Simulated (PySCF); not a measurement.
H2N, SMILES [NH2], doublet at its CAM-B3LYP/def2-SVP optimised geometry (Å):

```
3

N     -0.4125    -0.5066     0.0000
H      0.6222    -0.5066     0.0000
H     -0.6222     0.5066     0.0000
```

Method: unrestricted CAM-B3LYP/def2-TZVP in PySCF. Cells within 0.4 Å of a nucleus heavier than hydrogen are left out (blank, or x).

Map of the deformation density (molecule minus spherical neutral atoms) (e/bohr³) on the plane z = 0.0 Å:

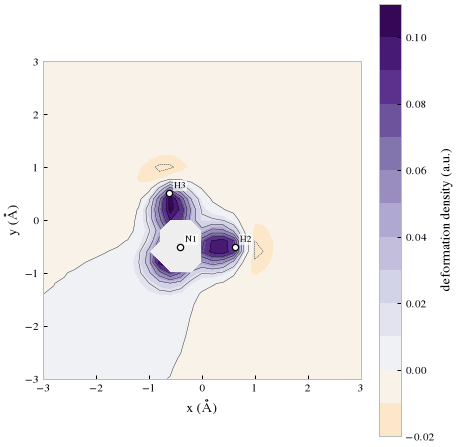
Figure: Deformation density (molecule minus spherical neutral atoms) (e/bohr³) on the plane z = 0.0 Å.
